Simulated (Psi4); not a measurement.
**CF2 (SMILES F[C]F) at PBE/def2-TZVPP**

What is the energy change on altering one bond length of CF2 at PBE/def2-TZVPP? 

The results are computed with Psi4 1.11.

### Step 1. The system as given

The species is CF2 (3 atoms), meant as a singlet with charge 0. As SMILES, `F[C]F`. The shape is that of a PBE0-D4/def2-TZVP optimisation.

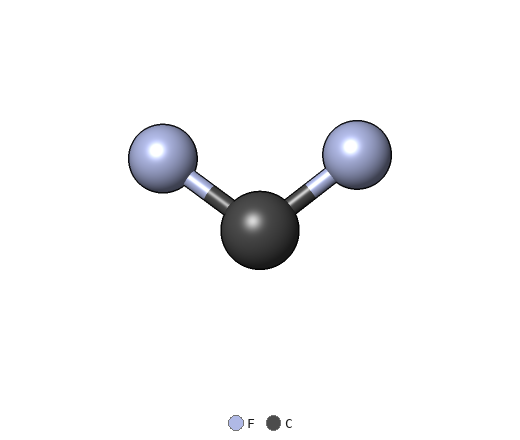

The structure, seen from a chosen angle (fluorine light blue, carbon dark grey).

### Step 2. A single-point energy at PBE/def2-TZVPP

Contents of calc.in:

```
memory 2200 mb

molecule geom {
  F      0.316310     0.971410     0.281600
  C      0.382340    -0.318520     0.175150
  F     -0.698640    -0.652890    -0.456750
  symmetry c1
  no_reorient
  no_com
}

set {
  basis                def2-TZVPP
  reference            rks
  puream               true
  e_convergence        1e-09
  d_convergence        1e-08
  scf_type             pk
  dft_radial_points    99
  dft_spherical_points 590
}

E = energy("pbe")
```

Launch:

```sh
$ psi4 calc.in calc.out -n 1
```

calc.out, cut to the lines that bear on the results:

```text
[...]
  Running in c1 symmetry.
[...]
  Nuclear repulsion =   64.979424921358827
[...]
  Multiplicity = 1
[...]
  Nalpha       = 12
  Nbeta        = 12
[...]
    Number of basis functions: 93
[...]
   @RKS iter   1:  -237.53443671509334   -1.93205e-01   3.65698e-03 ADIIS/DIIS
[...]
   @RKS iter  10:  -237.57492733968471   -1.78204e-11   1.87552e-09 DIIS
[...]
    Orbital Energies [Eh]
    ---------------------
    Doubly Occupied:
       1A    -24.338999     2A    -24.338993     3A    -10.075335
       4A     -1.244728     5A     -1.169169     6A     -0.647081
       7A     -0.552038     8A     -0.507423     9A     -0.491037
      10A     -0.431240    11A     -0.397467    12A     -0.261316
[...]
  @RKS Final Energy:  -237.57492733968471
   => Energetics <=
    Nuclear Repulsion Energy =             64.9794249213588273
    One-Electron Energy =                -457.6467376735503194
    Two-Electron Energy =                 181.0919232650999504
    DFT Exchange-Correlation Energy =     -25.9995378525931713
    Empirical Dispersion Energy =           0.0000000000000000
    VV10 Nonlocal Energy =                  0.0000000000000000
    Total Energy =                       -237.5749273396847059
[...]
 Multipole Moments:
 ------------------------------------------------------------------------------------
     Multipole            Electronic (a.u.)      Nuclear  (a.u.)        Total (a.u.)
 ------------------------------------------------------------------------------------
 L = 1.  Multiply by 2.5417464519 to convert [e a0] to [Debye]
 Dipole X            :          1.9335165           -2.1673836           -0.2338671
 Dipole Y            :         -1.6109069            1.8057467            0.1948397
 Dipole Z            :          0.8858220           -0.9929566           -0.1071346
 Magnitude           :                                                    0.3226983
[...]
```

It took 17 s on 1 thread of Intel Xeon at 2.50GHz (Skylake/Cascade Lake), shared host; peak memory 0.75 GiB.

### Step 3. The distorted shape, same level

Contents of job.json:

```json
{
  "schema_name": "qcschema_input",
  "schema_version": 1,
  "molecule": {
    "schema_name": "qcschema_molecule",
    "schema_version": 2,
    "symbols": ["F", "C", "F"],
    "geometry": [1.61911545, 2.15163272, 1.12920396, 1.74389407, -0.2859817, 0.92804261, -1.32023826, -1.23378329, -0.86313241],
    "molecular_charge": 0,
    "molecular_multiplicity": 1,
    "fix_symmetry": "c1"
  },
  "driver": "energy",
  "model": {
    "method": "pbe",
    "basis": "def2-TZVPP"
  },
  "keywords": {
    "puream": true,
    "e_convergence": 1e-09,
    "d_convergence": 1e-08,
    "scf_type": "pk",
    "dft_radial_points": 99,
    "dft_spherical_points": 590
  }
}
```

Launch:

```sh
$ psi4 --qcschema job.json -n 1 --memory 2200MB
```

stdout, cut to the lines that bear on the results:

```text
[...]
  Running in c1 symmetry.
[...]
  Nuclear repulsion =   53.258360605316582
[...]
  Multiplicity = 1
[...]
  Nalpha       = 12
  Nbeta        = 12
[...]
    Number of basis functions: 93
[...]
   @RKS iter   1:  -237.36514138397308   -4.31571e-01   6.17906e-03 DIIS/ADIIS
[...]
   @RKS iter  13:  -237.49882738978556   -1.16529e-12   2.88510e-10 DIIS
[...]
    Orbital Energies [Eh]
    ---------------------
    Doubly Occupied:
       1A    -24.422582     2A    -24.213170     3A    -10.145006
       4A     -1.275211     5A     -0.988928     6A     -0.683758
       7A     -0.536160     8A     -0.530397     9A     -0.436096
      10A     -0.313798    11A     -0.304454    12A     -0.291714
[...]
  @RKS Final Energy:  -237.49882738978556
   => Energetics <=
    Nuclear Repulsion Energy =             53.2583606053165823
    One-Electron Energy =                -434.8054963151697052
    Two-Electron Energy =                 169.8535283545010088
    DFT Exchange-Correlation Energy =     -25.8052200344334430
    Empirical Dispersion Energy =           0.0000000000000000
    VV10 Nonlocal Energy =                  0.0000000000000000
    Total Energy =                       -237.4988273897855606
[...]
 Multipole Moments:
 ------------------------------------------------------------------------------------
     Multipole            Electronic (a.u.)      Nuclear  (a.u.)        Total (a.u.)
 ------------------------------------------------------------------------------------
 L = 1.  Multiply by 2.5417464519 to convert [e a0] to [Debye]
 Dipole X            :          0.6007965            0.4265926            1.0273891
 Dipole Y            :          0.9025778           -0.1793409            0.7232369
 Dipole Z            :         -0.0000000            0.0000000           -0.0000000
 Magnitude           :                                                    1.2564235
[...]
```

The result, in JSON:

```text
{
 "driver": "energy",
 "model": {
  "method": "pbe",
  "basis": "def2-TZVPP"
 },
 "success": true,
 "return_result": -237.49882738978556,
 "properties": {
  "calcinfo_nbasis": 93,
  "calcinfo_nmo": 93,
  "calcinfo_nalpha": 12,
  "calcinfo_nbeta": 12,
  "calcinfo_natom": 3,
  "nuclear_repulsion_energy": 53.25836060531658,
  "return_energy": -237.49882738978556,
  "scf_one_electron_energy": -434.8054963151697,
  "scf_two_electron_energy": 169.853528354501,
  "scf_xc_energy": -25.805220034433443,
  "scf_dipole_moment": [1.027389072325794, 0.7232369083818876, -1.9193659843012414e-15],
  "scf_total_energy": -237.49882738978556,
  "scf_iterations": 13
 }
}
```

Wall time 18 s (1 thread of Intel Xeon at 2.50GHz (Skylake/Cascade Lake), shared host); peak memory 0.72 GiB.

### Step 4. Results

At PBE/def2-TZVPP:

| quantity | value |
| --- | --- |
| first shape: total energy | -237.57493 Eh |
| first shape: dipole moment | 0.82 D |
| first shape: HOMO energy | -7.11 eV |
| first shape: LUMO energy | -3.48 eV |
| first shape: HOMO–LUMO gap | 3.63 eV |
| distorted shape: total energy | -237.49883 Eh |
| distorted shape: dipole moment | 3.19 D |
| distorted shape: HOMO energy | -7.94 eV |
| distorted shape: LUMO energy | -5.51 eV |
| distorted shape: HOMO–LUMO gap | 2.43 eV |
| energy change with the C2–F3 bond stretched from 1.296 to 1.944 Å | 2.071 eV |

In words: One bond (distorted shape) is far stretched, which a spin-restricted single reference describes badly; a broken-symmetry solution may lie lower. With the C2–F3 bond stretched from 1.296 to 1.944 Å the energy rises by 2.07 eV (200 kJ/mol). The first shape isn't relaxed at this level, so the change isn't measured from a minimum. A restricted reference can't describe the breaking bond well at this length.
